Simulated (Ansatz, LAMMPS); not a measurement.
# Amorphous 50SiO2-50GeO2 (mol %) (96 atoms) under strain, part 2 of 3

How stiff is amorphous 50SiO2-50GeO2 (mol %) (96 atoms), and how do its levels respond to strain?

Ansatz 0.2.0; Kohn-Sham DFT, PBE, PAW (set soft_2), plane waves.

The cell: 16 Si, 16 Ge and 64 O. The quench rate of 50 K/ps is orders of magnitude faster than experiment. The network of bonds at the start is that of the classical potential that made the cell. Sampling is at Γ alone.

So far. Step 2 (Single point at the start): The r.m.s. force at the start is 0.75 eV/Å. Step 3 (Cell and atoms relaxed): The relaxation converged after 12 steps, with a largest force component of 0.0097 eV/Å.

## 4. Single point at the relaxed geometry

One more single point at the end of the walk gives the fuller output and checks the residual forces.

The input, input.yaml:

```yaml
crystal:
  lattice:
    - [10.97886, -0.15595, -0.0971]
    - [-0.15595, 11.0758, -0.14614]
    - [-0.0971, -0.14614, 11.50087]
  atoms:
    - { symbol: Si, position: [0.49539, 0.23534, 0.64042] }
    - { symbol: Si, position: [0.45469, 0.15463, 0.89404] }
    - { symbol: Si, position: [0.82764, 0.1186, 0.68593] }
    - { symbol: Si, position: [0.22315, 0.96265, 0.22159] }
    - { symbol: Si, position: [0.71903, 0.88687, 0.73157] }
    - { symbol: Si, position: [0.1036, 0.84214, 0.43714] }
    [... 84 atom lines left out ...]
    - { symbol: O, position: [0.69945, 0.40914, 0.866] }
    - { symbol: O, position: [0.43805, 0.26449, 0.34331] }
    - { symbol: O, position: [0.5279, 0.55477, 0.2667] }
    - { symbol: O, position: [0.95526, 0.81976, 0.43204] }
    - { symbol: O, position: [0.52414, 0.57202, 0.82944] }
    - { symbol: O, position: [0.62471, 0.60661, 0.07556] }
kpoints:
  mp_grid: { grid: [1, 1, 1] }
hamiltonian:
  xc: pbe
scf:
  occupations: { method: fixed }
output:
  forces: true
  stress: true
  populations: true
  dos:
    method: { smearing: { sigma: 0.1 } }
    de: 0.1
    projected: { site_lists: { Ge: [Ge], O: [O], Si: [Si] } }
  eigenvalues: true
  write_density: true
  write_potential: true
  volumetric_format: npy
  elf: true
```

Command:

```
$ ansatz run input.yaml --threads 4 --pin off --max-ram 8192MiB --backend cpu --events-out ev --progress --plain --runs-dir out
```

Numbers of over 12 decimals in the logs are rounded to 6 here.

The log of the run:

```text
[...]
Crystal: 96 atoms, lattice volume = 1397.879 Å³
Basis set: ecut = 420 eV, 27375 PW (Γ), exchange–correlation on 150×150×160 points (8 copies of the dense FFT grid, shifted against one another)
Bands: 432, of which v1, the nominal top of the filled ones, is band 336 counted from 1 (335 counted from 0)
Symmetry: 1 space group operations
[...]
k-points: 1
[...]
SCF iter   1: F=—  HF=-115252.240181 eV  |F-HF|=—  |Δ(HF+E_count)|=         —  Δρ=2.23e-3  dr2=8.01e-2  ethr=1.77e-3  ⟨swp⟩=4.0  Hψ=1673  notcnv=0  defer=94
[...]
SCF iter   9: F=-115252.238313 eV  HF=-115252.238313 eV  |F-HF|=5.24e-9  |Δ(HF+E_count)|=   6.00e-8  Δρ=1.84e-6  dr2=4.33e-8  ethr=1.49e-11  ⟨swp⟩=17.0  Hψ=3502  notcnv=0
SCF 1 converged in 9 iterations: F = -115252.238313 eV  dr2 = 4.33e-8
[...]
WARN: The input density's exchange-correlation potential varies sharply where the density is thin. Do not read a vacuum level from v_tot or v_xc, or from such a field of the output density. On a cell that repeats whose density bears no net charge and no dipole along the vacuum's axis use v_es (v_loc + v_h of the components); [...]
SCF converged after 9 iterations
Free energy (F): -115252.238313 eV
[...]
Internal energy: -115252.238313 eV  (E = F + TS)
E sigma→0 (E₀):  -115252.238313 eV
Fermi energy:    2.398718 eV
[...]
--- Forces (eV/Å), atoms counted from 1 ---
  atom   1  Si    -0.00225656     0.00215483    -0.00005509
  atom   2  Si     0.00327795     0.00502576    -0.00333103
  atom   3  Si    -0.00303274     0.00897129     0.00074681
  atom   4  Si    -0.00353386     0.00388073     0.00676403
  atom   5  Si     0.00123255     0.00408803    -0.01061479
  atom   6  Si    -0.00189154    -0.00154081     0.00308783
  atom   7  Si    -0.00266736    -0.00206842     0.00304721
  atom   8  Si     0.00050231    -0.00145519    -0.00433094
  atom   9  Si    -0.00355782    -0.00162336     0.00448484
  atom  10  Si     0.00234238     0.00428480    -0.00621126
  atom  11  Si    -0.00093920    -0.00571727     0.00875450
  atom  12  Si     0.00193322    -0.00444233    -0.00358629
  atom  13  Si    -0.00161218    -0.00233665    -0.00809908
  atom  14  Si     0.00391865     0.00649160     0.00244536
[...]
atom  95  O     -0.00105180     0.00170813     0.00023327
  atom  96  O     -0.00179240     0.00156372     0.00112200
  max |Σ_I F_I| component: 5.29e-5 eV/Å
--- Stress (GPa, compression-positive) ---
       -0.037392      -0.001239      -0.009981
       -0.001239      -0.030823      -0.013860
       -0.009980      -0.013860       0.001988
  P = ⅓ Tr σ = -0.0221 GPa (-0.221 kbar)
--- Band table (eV) ---
[...]
--- Löwdin populations: 96 sites ---
  site symbol       q [e]
     0     Si      2.2319
     1     Si      2.2564
     2     Si      2.2296
[...]
95      O      6.7732
  spilling = 0.008519 (of n_electrons = 672.000000)
```

Run time: 30 s. Hardware: 4 threads of Arm Neoverse V1, shared host; peak memory 1.9 GiB.

The program notes that the exchange-correlation potential is rough where the density is thin.

Read from the output:

```
free energy                                      : -115252.2383 eV
free energy per atom                             : -1200.5441 eV/atom
SCF cycles                                       : 9
pressure                                         : -0.02208 GPa
r.m.s. force component                           : 0.00335 eV/Å
longest force                                    : 0.01587 eV/Å
Fermi energy                                     : 2.399 eV
gap (highest filled to lowest empty level) : 3.324 eV
spilling of the projection                       : 0.008519
```

Löwdin charges by element (they lack the spilled electrons, 0.060 e an atom on average):

```csv
element,coordination,atoms,mean charge (e),spread,least,most
Ge,all,16,1.62,0.0173,1.58,1.65
O,all,64,-0.756,0.0215,-0.799,-0.714
Si,all,16,1.76,0.0121,1.74,1.79
```

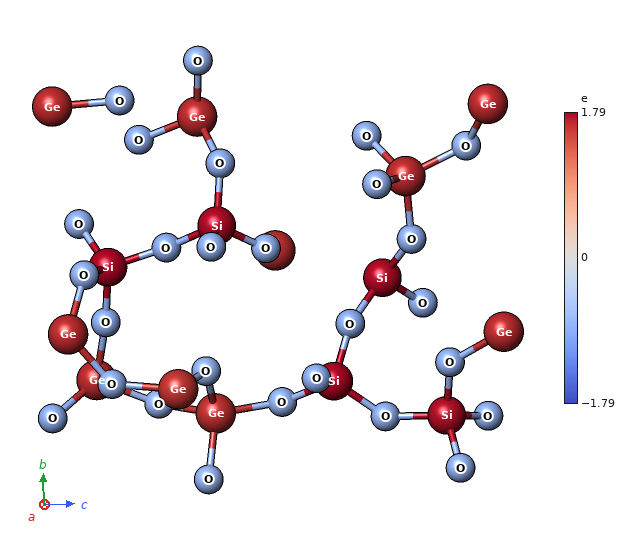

Atoms coloured by Löwdin charge. Drawn is a slice 4 Å thick, seen along the normal of the bc plane.

Charge against the make-up of the first shell:

```csv
Ge neighbours of O,atoms,mean charge (e)
0,14,-0.783
1,36,-0.757
2,14,-0.728
```

States in the cell by windows of 1 eV, zero at the Fermi level; the larger projections on atomic orbitals stand beside the total:

```csv
from (eV),to (eV),total,O p,Ge p,Si p,O s
-18,-17,50.1,0.7,2.7,5.6,37.7
-17,-16,40.7,0.3,4.5,2.4,31.8
-16,-10,0.0,0.0,0.0,0.0,0.0
-10,-9,1.1,0.7,0.0,0.0,0.0
-9,-8,20.2,12.1,0.3,0.4,0.8
-8,-7,15.2,9.6,0.5,0.7,0.9
-7,-6,17.3,11.5,0.9,1.1,0.9
-6,-5,27.9,20.5,2.6,3.1,0.4
-5,-4,44.8,34.0,6.0,3.6,0.4
-4,-3,22.8,17.9,1.4,1.4,1.5
-3,-2,61.7,53.4,2.0,2.4,2.4
-2,-1,88.7,82.9,1.3,1.3,1.4
-1,0,82.7,80.1,0.6,0.4,0.5
0,1,1.7,1.7,0.0,0.0,0.0
1,3,0.0,0.0,0.0,0.0,0.0
3,4,2.7,0.5,0.2,0.1,0.5
4,5,6.9,1.7,0.5,0.3,1.1
```

With fixed occupations the program's Fermi level is the highest filled level; weight inside the gap is the broadening of levels at its edges.

Between -24 and -18 eV lie 197 more states.

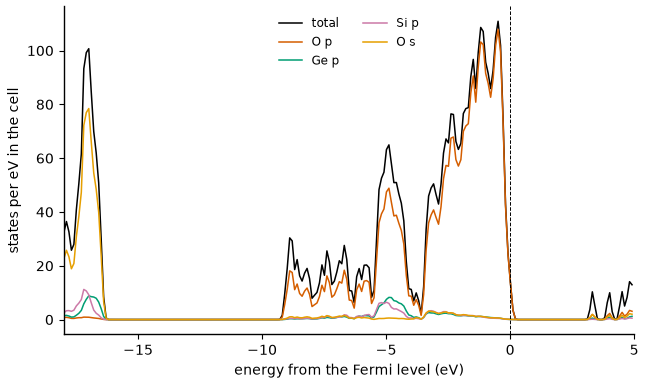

Total and projected density of states, with the broadening of the input.

The levels nearest the highest filled one (over half full), pooled over k-points and spins:

```csv
level less the highest filled one (eV),occupation
-0.290,2
-0.248,2
-0.241,2
-0.16,2
-0.115,2
0,2
3.32,0
3.99,0
4.51,0
4.78,0
4.91,0
5.1,0
```

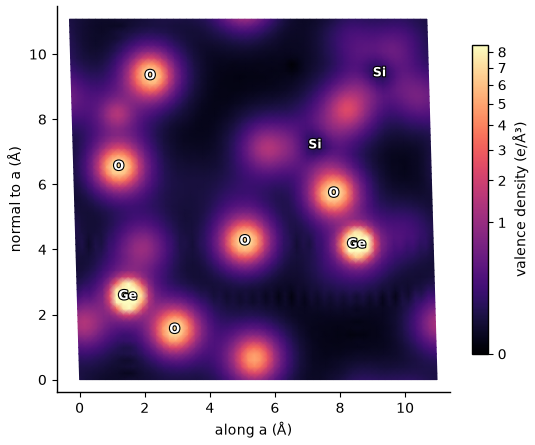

Valence density in the ab plane at fractional z = 0.125, with atoms of Si and Ge and O within 0.2 Å of it. It is the smooth field of the valence electrons, not physical close to the nuclei. The map starts off the cell's origin, so that atoms lie inside it. The colour scale is stretched toward low values.

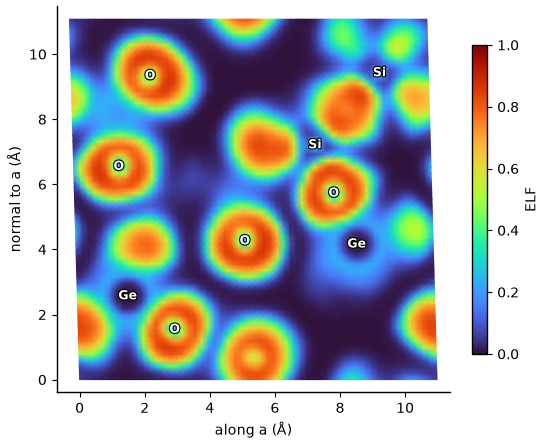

ELF in the ab plane at fractional z = 0.125, with atoms of Si and Ge and O within 0.2 Å of it. It is the smooth field of the valence electrons, not physical close to the nuclei. The map starts off the cell's origin, so that atoms lie inside it.

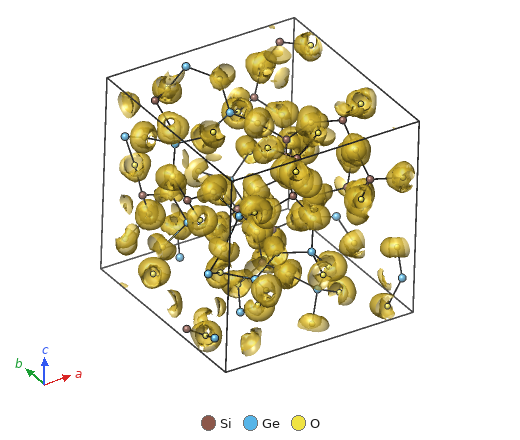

Surface of ELF = 0.8. Bonds to atoms that aren't drawn are left out.

Between filled and empty levels lie 3.32 eV (at Γ alone); a semilocal functional tends to put such gaps too low. In a disordered cell it changes from sample to sample, and tail or defect levels can set it. Mean Löwdin charges: Ge +1.62, O -0.76, Si +1.76 e (they miss 0.85 % of the electrons, so they add up to more than the cell's charge). The charge on O changes by +0.027 e for each Ge neighbour that takes the place of another kind, on average.

## 5. Volume -3 %

The relaxed cell is scaled evenly and the atoms are relaxed again; the stress at the end gives one point of P(V).

input.yaml, the sections that differ from step 4:

```yaml
crystal:
  lattice:
    - [10.86795, -0.15437, -0.09612]
    - [-0.15437, 10.96392, -0.14466]
    - [-0.09612, -0.14466, 11.38469]
  atoms:
    [... the 96 atom lines of step 4 ...]
output:
  forces: true
  eigenvalues: true
  stress: true
relax:
  f_tol: 0.05
  max_steps: 70
# kpoints, hamiltonian, scf: as in step 4
```

The log of the run:

```text
Warning: output.stress: scf.convergence.dr2_threshold = 1e-7 eV (the SCF's general default) is looser than the 9.6e-9 eV advised for a printed stress (1e-10 eV for each atom of the cell: 96). What an SCF threshold leaves in a stress goes as its square root, and in the free energy as the threshold itself, and one threshold admits the most on a small cell: [...]
[...]
Crystal: 96 atoms, lattice volume = 1355.942 Å³
Basis set: ecut = 420 eV, 26477 PW (Γ), exchange–correlation on 150×150×160 points (8 copies of the dense FFT grid, shifted against one another)
Bands: 432, of which v1, the nominal top of the filled ones, is band 336 counted from 1 (335 counted from 0)
Symmetry: 1 space group operations
[...]
k-points: 1
[...]
SCF iter   1: F=—  HF=-115251.606632 eV  |F-HF|=—  |Δ(HF+E_count)|=         —  Δρ=2.18e-3  dr2=7.23e-2  ethr=1.77e-3  ⟨swp⟩=4.0  Hψ=1675  notcnv=0  defer=94
[...]
SCF iter   6: F=-115251.608241 eV  HF=-115251.608240 eV  |F-HF|=3.32e-7  |Δ(HF+E_count)|=   1.31e-5  Δρ=2.28e-5  dr2=6.28e-6  ethr=9.30e-9  ⟨swp⟩=13.0  Hψ=2229  notcnv=0
SCF 1 converged in 6 iterations: F = -115251.608241 eV  dr2 = 6.28e-6
[...]
relax step   1: F+E_penalty+E_count = -115251.60824068 eV  Δ(F+E_penalty+E_count) = +0.000e0 eV  max|allowed force component| = 5.599e-1 eV/Å  Δτ_max = 0.0000 Å  (6 SCF iters, dr2 threshold 6.25e-5 eV, accepted)
[...]
relax step   2: F+E_penalty+E_count = -115251.85346646 eV  Δ(F+E_penalty+E_count) = -2.452e-1 eV  max|allowed force component| = 3.316e-1 eV/Å  Δτ_max = 0.0420 Å  (6 SCF iters, dr2 threshold 1.96e-5 eV, accepted)
[...]
relax step   3: F+E_penalty+E_count = -115251.99589326 eV  Δ(F+E_penalty+E_count) = -1.424e-1 eV  max|allowed force component| = 1.282e-1 eV/Å  Δτ_max = 0.0532 Å  (7 SCF iters, dr2 threshold 6.87e-6 eV, accepted)
relax step   4: F+E_penalty+E_count = -115252.03946213 eV  Δ(F+E_penalty+E_count) = -4.357e-2 eV  max|allowed force component| = 1.259e-1 eV/Å  Δτ_max = 0.2000 Å  (10 SCF iters, accepted)
[...]
relax step   5: F+E_penalty+E_count = -115252.04942176 eV  Δ(F+E_penalty+E_count) = -9.960e-3 eV  max|allowed force component| = 4.564e-2 eV/Å  Δτ_max = 0.0613 Å  (8 SCF iters, accepted)
SCF converged after 8 iterations
Free energy (F): -115252.049422 eV
[...]
Internal energy: -115252.049422 eV  (E = F + TS)
E sigma→0 (E₀):  -115252.049422 eV
Fermi energy:    2.688802 eV
[...]
--- Forces (eV/Å), atoms counted from 1 ---
  atom   1  Si    -0.01028326    -0.00238980     0.03190941
  atom   2  Si     0.00282756    -0.00353174    -0.00049781
  atom   3  Si     0.01032118     0.01996888     0.01352527
  atom   4  Si     0.01790718     0.00643057     0.03386038
  atom   5  Si    -0.02337528    -0.01456743     0.01510765
  atom   6  Si     0.01316591    -0.01712836     0.04262127
  atom   7  Si     0.01480230    -0.01492602    -0.00517275
  atom   8  Si    -0.00113718    -0.01264170     0.00960481
  atom   9  Si    -0.01846779    -0.02361269     0.00074882
  atom  10  Si    -0.01431977    -0.00883461    -0.00150322
  atom  11  Si    -0.01864932     0.02136363    -0.00460697
  atom  12  Si    -0.01013245    -0.01635463     0.00079752
  atom  13  Si     0.01858245     0.02631073     0.00012319
  atom  14  Si    -0.00255207     0.01567349    -0.01223281
[...]
atom  95  O     -0.00056130    -0.00567998    -0.00278011
  atom  96  O     -0.00570258     0.00596574    -0.00882323
  max |Σ_I F_I| component: 1.00e-4 eV/Å
--- Stress (GPa, compression-positive) ---
        1.368988      -0.003871      -0.143847
       -0.003870       1.510826      -0.026070
       -0.143846      -0.026070       1.334253
  P = ⅓ Tr σ = 1.4047 GPa (14.047 kbar)
--- Band table (eV) ---
[...]
--- Relaxed structure (5 steps of the walk, 5 accepted, 0 SCFs on fresh bases) ---
  F+E_penalty+E_count = -115252.04942176 eV   max|allowed force component| = 4.564e-2 eV/Å
  atoms:
    - { symbol: Si, position: [0.494782, 0.234736, 0.639806] }
    - { symbol: Si, position: [0.453058, 0.153156, 0.893534] }
    - { symbol: Si, position: [0.825616, 0.117374, 0.680917] }
    - { symbol: Si, position: [0.227376, 0.964427, 0.223260] }
[...]
- { symbol: O, position: [0.623096, 0.606920, 0.071898] }
```

Wall time 1.7 min (4 threads); peak memory 1.9 GiB; 6.7 min of CPU time.

The program notes that the SCF threshold is loose for the stress.

The relaxation converged after 5 steps, 0.441 eV below its start, with a largest force component of 0.046 eV/Å.

Volume -3 %: the energy stands 0.189 eV above that of the reference, at a pressure of 1.40 GPa.

## 6. Volume +3 %

The relaxed cell is scaled to another volume.

Input and log are left out; they have the form of those shown for this kind of step.

It took 2.4 min on 4 threads of Arm Neoverse V1, shared host; peak memory 2 GiB.

The relaxation converged after 7 steps, 0.376 eV below its start, with a largest force component of 0.021 eV/Å.

Volume +3 %: the energy stands 0.192 eV above that of the reference, at a pressure of -1.39 GPa.

## 7. Volume -6 %

The relaxed cell is scaled to another volume.

Input and log are left out; they have the form of those shown for this kind of step.

It took 2.1 min on 4 threads of Arm Neoverse V1, shared host; peak memory 1.8 GiB.

The relaxation converged after 6 steps, 1.88 eV below its start, with a largest force component of 0.042 eV/Å.

Volume -6 %: the energy stands 0.753 eV above that of the reference, at a pressure of 2.96 GPa.

## 8. Volume +6 %

The relaxed cell is scaled to another volume.

Input and log are left out; they have the form of those shown for this kind of step.

Elapsed: 2.4 min, on 4 threads of Arm Neoverse V1, shared host; peak memory 2 GiB; 9.1 min of CPU time.

The relaxation converged after 7 steps, 1.40 eV below its start, with a largest force component of 0.022 eV/Å.

Volume +6 %: the energy stands 0.724 eV above that of the reference, at a pressure of -2.68 GPa.

## 9. Volume -10 %

The relaxed cell is scaled to another volume.

Input and log are left out; they have the form of those shown for this kind of step.

Elapsed: 2.8 min, on 4 threads of Arm Neoverse V1, shared host; peak memory 1.7 GiB; 11 min of CPU time.

The relaxation converged after 8 steps, 5.70 eV below its start, with a largest force component of 0.027 eV/Å.

Volume -10 %: the energy stands 2.16 eV above that of the reference, at a pressure of 5.24 GPa.

## 10. Stretched by 1 % along x

The relaxed cell is strained along x alone, which gives the stiffness along x and its coupling to y and z.

input.yaml, the sections that differ from step 5:

```yaml
crystal:
  lattice:
    - [11.08865, -0.15595, -0.0971]
    - [-0.15751, 11.0758, -0.14614]
    - [-0.09807, -0.14614, 11.50087]
  atoms:
    [... the 96 atom lines of step 4 ...]
# kpoints, hamiltonian, scf, output, relax: as in step 5
```

The log of the run:

```text
[...]
Crystal: 96 atoms, lattice volume = 1411.858 Å³
Basis set: ecut = 420 eV, 27607 PW (Γ), exchange–correlation on 150×150×160 points (8 copies of the dense FFT grid, shifted against one another)
Bands: 432, of which v1, the nominal top of the filled ones, is band 336 counted from 1 (335 counted from 0)
Symmetry: 1 space group operations
[...]
k-points: 1
[...]
SCF iter   1: F=—  HF=-115252.105467 eV  |F-HF|=—  |Δ(HF+E_count)|=         —  Δρ=2.26e-3  dr2=8.28e-2  ethr=1.77e-3  ⟨swp⟩=4.0  Hψ=1673  notcnv=0  defer=94
[...]
SCF iter   6: F=-115252.102827 eV  HF=-115252.102827 eV  |F-HF|=7.96e-8  |Δ(HF+E_count)|=   1.99e-5  Δρ=2.58e-5  dr2=8.47e-6  ethr=9.30e-9  ⟨swp⟩=11.0  Hψ=2361  notcnv=0
SCF 1 converged in 6 iterations: F = -115252.102827 eV  dr2 = 8.47e-6
[...]
relax step   1: F+E_penalty+E_count = -115252.10282676 eV  Δ(F+E_penalty+E_count) = +0.000e0 eV  max|allowed force component| = 3.191e-1 eV/Å  Δτ_max = 0.0000 Å  (6 SCF iters, dr2 threshold 6.25e-5 eV, accepted)
[...]
relax step   2: F+E_penalty+E_count = -115252.15678039 eV  Δ(F+E_penalty+E_count) = -5.395e-2 eV  max|allowed force component| = 1.917e-1 eV/Å  Δτ_max = 0.0191 Å  (6 SCF iters, dr2 threshold 6.36e-6 eV, accepted)
[...]
relax step   3: F+E_penalty+E_count = -115252.18251843 eV  Δ(F+E_penalty+E_count) = -2.574e-2 eV  max|allowed force component| = 5.993e-2 eV/Å  Δτ_max = 0.0213 Å  (8 SCF iters, accepted)
[...]
relax step   4: F+E_penalty+E_count = -115252.18977547 eV  Δ(F+E_penalty+E_count) = -7.257e-3 eV  max|allowed force component| = 2.950e-2 eV/Å  Δτ_max = 0.0390 Å  (8 SCF iters, accepted)
SCF converged after 8 iterations
Free energy (F): -115252.189775 eV
[...]
Internal energy: -115252.189775 eV  (E = F + TS)
E sigma→0 (E₀):  -115252.189775 eV
Fermi energy:    2.314587 eV
[...]
--- Forces (eV/Å), atoms counted from 1 ---
  atom   1  Si    -0.00621599    -0.00767314     0.00106537
  atom   2  Si     0.00897642    -0.00372809     0.00806540
  atom   3  Si     0.00794076     0.00884550     0.00626411
  atom   4  Si    -0.00544515     0.00182378     0.00352887
  atom   5  Si    -0.00790298    -0.01604868     0.01324678
  atom   6  Si    -0.01065038    -0.02949822    -0.00772759
  atom   7  Si    -0.01910476    -0.00456914     0.01243476
  atom   8  Si     0.00263812     0.00614259     0.01112273
  atom   9  Si    -0.01520293     0.00300183    -0.01003663
  atom  10  Si     0.01324916    -0.00032432    -0.01316694
  atom  11  Si     0.00054699    -0.01082180     0.00231358
  atom  12  Si    -0.00032515    -0.00256732     0.00294005
  atom  13  Si     0.00584325     0.00254732     0.00079880
  atom  14  Si    -0.01457539     0.00761708    -0.00922725
[...]
atom  95  O      0.00512169    -0.00368211     0.00166351
  atom  96  O      0.00200900    -0.00160088     0.00224014
  max |Σ_I F_I| component: 6.32e-5 eV/Å
--- Stress (GPa, compression-positive) ---
       -0.931376      -0.055055       0.017101
       -0.055054      -0.334599       0.018850
        0.017103       0.018850      -0.199315
  P = ⅓ Tr σ = -0.4884 GPa (-4.884 kbar)
--- Band table (eV) ---
[...]
--- Relaxed structure (4 steps of the walk, 4 accepted, 0 SCFs on fresh bases) ---
  F+E_penalty+E_count = -115252.18977547 eV   max|allowed force component| = 2.950e-2 eV/Å
  atoms:
    - { symbol: Si, position: [0.495086, 0.235276, 0.640884] }
    - { symbol: Si, position: [0.454344, 0.154426, 0.894329] }
    - { symbol: Si, position: [0.828745, 0.118959, 0.687970] }
    - { symbol: Si, position: [0.220838, 0.961784, 0.221266] }
[...]
- { symbol: O, position: [0.624757, 0.606620, 0.076124] }
```

Run time: 89 s. Hardware: 4 threads; peak memory 1.9 GiB; 5.7 min of CPU time.

The relaxation converged after 4 steps, 0.0869 eV below its start, with a largest force component of 0.029 eV/Å.

Stretched by 1 % along x: the energy stands 0.0485 eV above that of the reference, at a pressure of -0.488 GPa.

[end of part 2 of 3]

[Logs are printed without paths, hosts, clocks, repeated set-up lines and the standing remarks that a program may print on its own settings, such as how far it seeks lower states.]

[Hosts, paths, dates, database ids (printed as entryN), source tags and the programs' standing remarks are cut or masked in the printed files.]
